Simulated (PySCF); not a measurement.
## C5H6F2O: excited-state calculation

- system: C5H6F2O
- method: TDDFT CAM-B3LYP/def2-SVPD, vertical, IEF-PCM cyclohexane (non-equilibrium linear response), core orbitals frozen in the response (PySCF 2.14.0)

The geometry comes from this level: PBE0-D3(BJ)/def2-SVP. It belongs to a series of runs on one base structure; here: solvent cyclohexane.

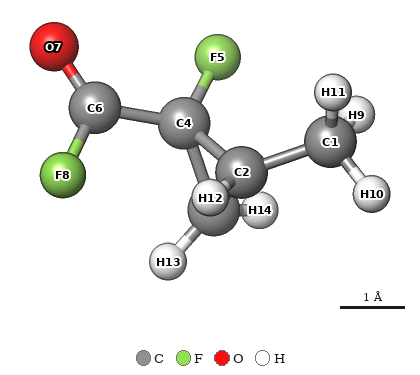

Fig. 1: The structure (ball-and-stick view, seen at a tilt; atoms are numbered from 1 in the order of the input).

Results in brief

```json
{"quantity": "outcome", "value": "converged"}
{"quantity": "total energy", "value": "−468.537627 hartree"}
{"quantity": "HOMO", "value": "−10.03 eV"}
{"quantity": "LUMO", "value": "0.39 eV"}
{"quantity": "dipole moment", "value": "4.39 D"}
{"quantity": "mean polarisability", "value": "68.90 a.u."}
{"quantity": "lowest excitation", "value": "6.10 eV"}
{"quantity": "hardware", "value": "1 CPU thread, shared host"}
{"quantity": "wall time", "value": "37 s"}
{"quantity": "peak memory", "value": "1.1 GiB"}
```

Input
```
{"job": {"kind": "uv", "xc": "CAM-B3LYP", "basis": "def2-SVPD", "solvent": "cyclohexane", "nstates": 6, "ntriplets": 0}, "charge": 0, "multiplicity": 1}
C     -1.694035     0.335294     0.687066
C     -0.331536     0.570749     0.097421
C      0.026280     0.061116    -1.263732
C      0.604988    -0.605857    -0.049017
F      0.129172    -1.825381     0.276780
C      2.039956    -0.467278     0.285982
O      2.747675    -1.265443     0.791286
F      2.488831     0.751416    -0.066477
H     -2.098308    -0.638660     0.379104
H     -2.393548     1.118614     0.358431
H     -1.656055     0.351967     1.786460
H      0.162146     1.501012     0.395498
H      0.691868     0.646111    -1.901532
H     -0.720808    -0.545184    -1.783371
```

The first line tells a small driver script what to run in PySCF; the rest is the geometry in Å.

Launched with:
```bash
OMP_NUM_THREADS=1 python <driver script> task.json out
```

Output
```
coarse grid: 12408 points
cycle   1  E = -468.2548275452  dE =  1.532e+00  |g| = 1.014e+00  |ddm| = 5.580e+00
cycle   2  E = -467.9792135508  dE =  2.756e-01  |g| = 1.644e+00  |ddm| = 2.981e+00
cycle   3  E = -468.4517040968  dE = -4.725e-01  |g| = 1.485e-01  |ddm| = 1.874e+00
cycle   4  E = -468.4545868998  dE = -2.883e-03  |g| = 8.301e-02  |ddm| = 2.074e-01
cycle   5  E = -468.4557229846  dE = -1.136e-03  |g| = 1.032e-02  |ddm| = 7.700e-02
cycle   6  E = -468.4557452813  dE = -2.230e-05  |g| = 4.049e-03  |ddm| = 2.106e-02
cycle   7  E = -468.4557496065  dE = -4.325e-06  |g| = 1.022e-03  |ddm| = 9.130e-03
final grid: 122688 points
cycle   8  E = -468.5376215185  dE = -3.847e-05  |g| = 4.893e-03  |ddm| = 9.070e-02
cycle   9  E = -468.5376200477  dE =  1.471e-06  |g| = 6.008e-03  |ddm| = 1.522e-02
cycle  10  E = -468.5376265718  dE = -6.524e-06  |g| = 6.019e-04  |ddm| = 6.210e-03
cycle  11  E = -468.5376266325  dE = -6.068e-08  |g| = 3.109e-04  |ddm| = 1.159e-03
cycle  12  E = -468.5376266499  dE = -1.737e-08  |g| = 1.046e-04  |ddm| = 4.829e-04
cycle  13  E = -468.5376266520  dE = -2.110e-09  |g| = 1.911e-05  |ddm| = 1.310e-04
cycle  14  E = -468.5376266521  dE = -1.221e-10  |g| = 6.577e-06  |ddm| = 6.448e-05
```

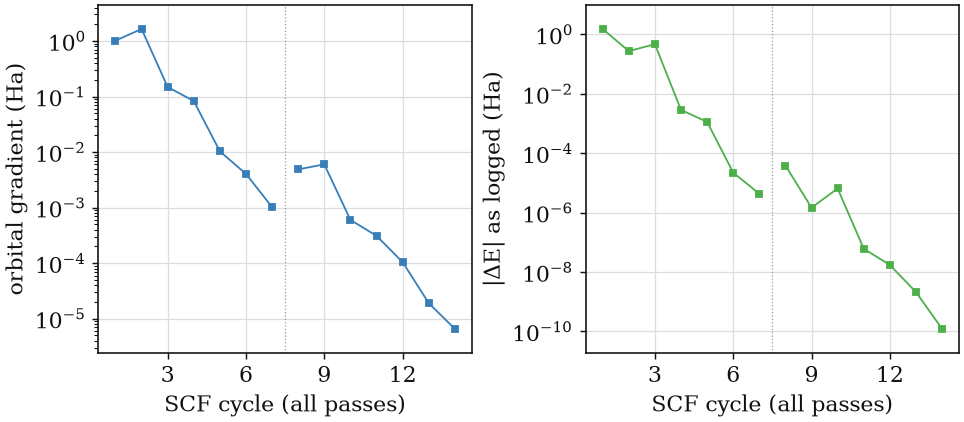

Fig. 2: Convergence of the self-consistent field: orbital gradient and size of the energy change against the SCF cycle. The dotted line marks the change from a coarse to the final integration grid. The first 7 cycles use a coarse grid, the final grid takes over at cycle 8, and the field converges after 14 cycles in all.

```
converged SCF energy = -468.5376266521

Static polarisability (au): isotropic 68.897, principal 60.024 64.515 82.152

Singlet excitations
state   eV       nm        f      main configurations
  1   6.1044    203.1   0.00350   H-1->L 0.46, H-2->L 0.35, H->L 0.16
  2   7.1498    173.4   0.36116   H->L 0.77, H-1->L 0.19
  3   7.7868    159.2   0.01402   H-2->L 0.57, H-1->L 0.31
  4   8.1458    152.2   0.00891   H->L+1 0.86
  5   8.4319    147.0   0.00425   H-1->L+1 0.86
  6   9.0241    137.4   0.01232   H->L+2 0.66, H-2->L+1 0.12
```

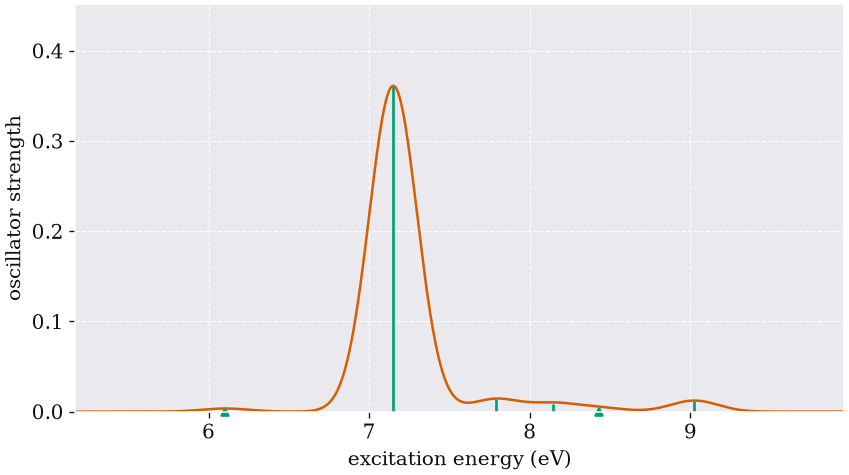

Fig. 3: Computed excitations as sticks (degenerate states added up, dark ones marked on the axis), with a Gaussian envelope of 0.35 eV full width at half maximum, scaled to the tallest. Of the 6 states the lowest lies at 6.10 eV (f = 0.004); the strongest line is at 7.15 eV, or 173 nm (f = 0.361).

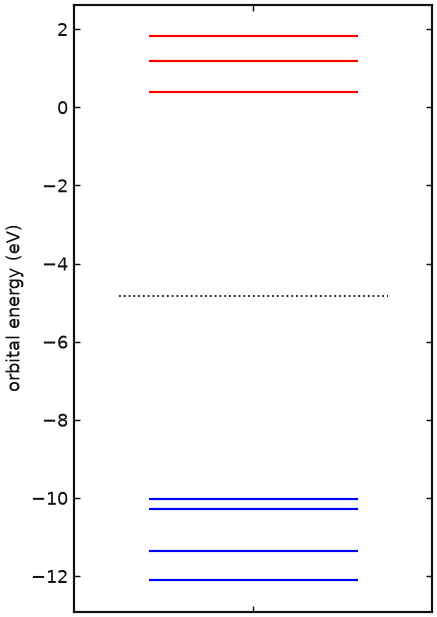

Fig. 4: Orbital energies near the frontier; the dotted line parts filled from empty levels, and levels within 0.02 eV of each other stand side by side. Highest filled −10.03 eV, lowest empty 0.39 eV, 10.42 eV apart.
